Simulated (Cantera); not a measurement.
Charge: 1 mol trisilylamine, 19 mol N₂, 0.12 mol H₂, equilibrated at 0.0110 bar.

These are equilibrium values from Cantera (NASA tables, ideal gas, pure condensed phases), not measurements of a reactor. Candidate condensed phases: Si, Si₃N₄; 18 gas species. The feed counts by its element totals alone. The tables' values for SiN are old estimates; treat these amounts as uncertain. Gases not in the tables: Si₂H₆ and higher silanes. Equilibrium is a limit: real reactors are often held back by kinetics, nucleation or transport.

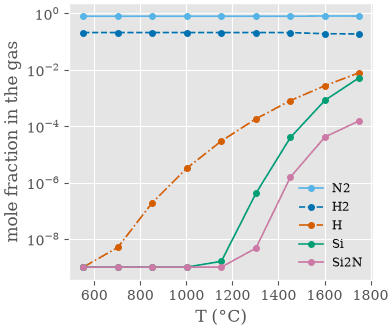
Figure. Equilibrium gas composition (values under 1e-9 drawn at 1e-9)

Problem. Read off the mole fractions at 1002 °C.

Solution. N₂ about 0.79, H₂ about 0.21, H about 3.2e-6.
